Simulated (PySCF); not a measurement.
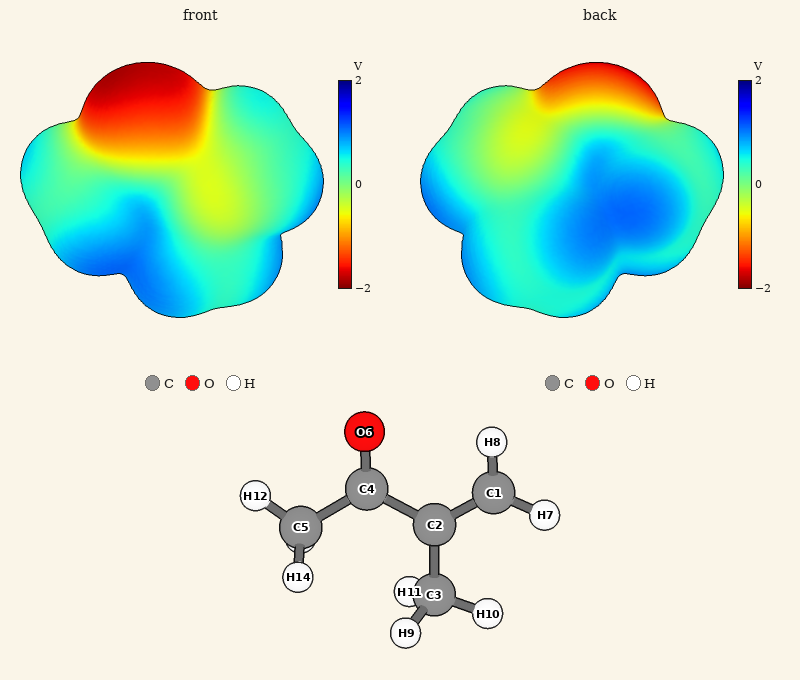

Figure 1: C5H8O (isopropenyl methyl ketone). The electrostatic potential painted on the density surface at 0.002 e/bohr³, seen from the front and from behind; the colour scale runs from red (negative) to blue (positive). The bare structure is drawn below in the same view.

Geometry: GFN2-xTB.

Method: PySCF, PBE0/pcSseg-1, SCF density, gas phase, non-relativistic.

```xyz
14

C    -1.6334   -1.1789   -0.1063
C    -0.6277   -0.3060   -0.0906
C    -0.7914    1.1142   -0.5353
C     0.7033   -0.7757    0.3916
C     1.8121    0.2464    0.4283
O     0.8865   -1.9206    0.7402
H    -2.6228   -0.9139   -0.4387
H    -1.4771   -2.1930    0.2216
H    -0.5552    1.8032    0.2735
H    -1.8162    1.2923   -0.8509
H    -0.1300    1.3371   -1.3710
H     2.7229   -0.2244    0.7897
H     1.9854    0.6530   -0.5652
H     1.5428    1.0659    1.0909
```

Describe the electrostatic potential map.

Answer. The most negative region (about −1.8 V) lies over O6, the most positive (about +1.1 V) over H9, H11, H13 and H14. O6 is the likeliest acceptor of a hydrogen bond.

How polar is the molecule by this calculation?

Answer. Its dipole moment is 3.07 D.
